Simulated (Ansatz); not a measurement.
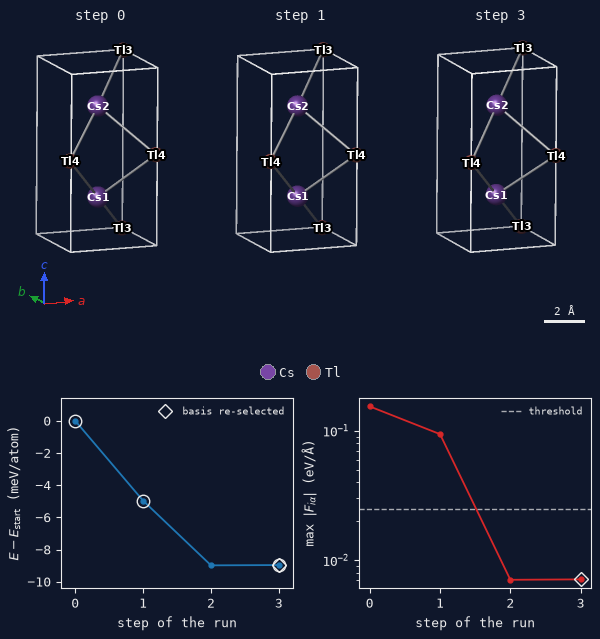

Frames of a relaxation of crystalline CsTl (a generated structure, set up in P1) (coarse preliminary run), marked on the history of the run. A ball-and-stick model of the cell of the calculation, seen slightly off an axis.

Theory: DFT PBE, scalar-relativistic, plane waves, PAW in Ansatz 0.2.0.

Input
```yaml
crystal:
  lattice:
    - [-0.0238000143, 4.7368168346, -0.0422377484]
    - [-0.0395584912, -0.0422377484, 4.5965629427]
    - [9.3773758918, -0.0476000285, -0.0791169824]
  atoms:
    - { symbol: Cs, position: [0.5161546591, 0.5056378278, 0.2390826432] }
    - { symbol: Cs, position: [0.5038168272, 0.4935645257, 0.7526068824] }
    - { symbol: Tl, position: [-0.0148612785, -0.0242300708, -0.0010719494] }
    - { symbol: Tl, position: [-0.0051102078, 0.0250277173, 0.5093824238] }
basis:
  ecutwfc: 420
kpoints:
  mp_grid: { grid: [6, 6, 4] }
hamiltonian:
  xc: pbe
scf:
  occupations: { method: gaussian, width: 0.2 }
  lower_state_search: "off"
output:
  forces: true
  stress: true
  eigenvalues: true
relax:
  adjacent_minimum: "off"
  f_tol: 0.025
  max_steps: 60
  cell: { stress_tol: 0.25 }
```

Command:
```bash
ansatz run input.yaml --threads 1 --pin off --max-ram 2048MiB --backend cpu --events-out ev --progress --plain --runs-dir out
```

Describe the path.

The largest move relative to the cell is that of Tl4, 0.13 Å roughly along [1 −3 −1]. Largest moves by element: Tl 0.13 Å, Cs 0.12 Å. Cell: a 4.737 → 4.674 Å (−1.3 %), b 4.597 → 4.631 Å (+0.7 %), c 9.378 → 9.392 Å (+0.1 %), α 91.0° → 90.2°, β 90.6° → 90.1°, γ 91.0° → 90.2°. Volume −0.4 %. Near-neighbour distances that change, for instance: Cs1–Tl4 4.284 → 4.067 Å, Cs1–Tl3 3.843 → 4.043 Å, Cs2–Tl3 3.871 → 4.014 Å, Cs1–Tl4 (another image) 4.186 → 4.061 Å. The space group stays P1 (No. 1). The energy falls by 9.0 meV per atom in 2 accepted moves (3 points after the start). The largest force component goes from 0.15 to 0.0071 eV/Å. Pressure: 0.01 GPa at the start and −0.03 GPa at the end. The SCF was repeated once at an unchanged geometry on a basis and grid sized afresh for the cell, which shifted the energy by less than 0.05 meV per atom at most. The run took 2.8 min on 1 thread of Intel(R) Xeon(R) Platinum 8259CL CPU @ 2.50GHz (Skylake/Cascade Lake) (shared host), peak memory 0.69 GiB. From step 0 to 1: Tl3 moves most (0.05 Å), energy −5.0 meV per atom. From step 1 to 3: Tl4 moves most (0.09 Å), volume −0.4 %, energy −4.0 meV per atom.
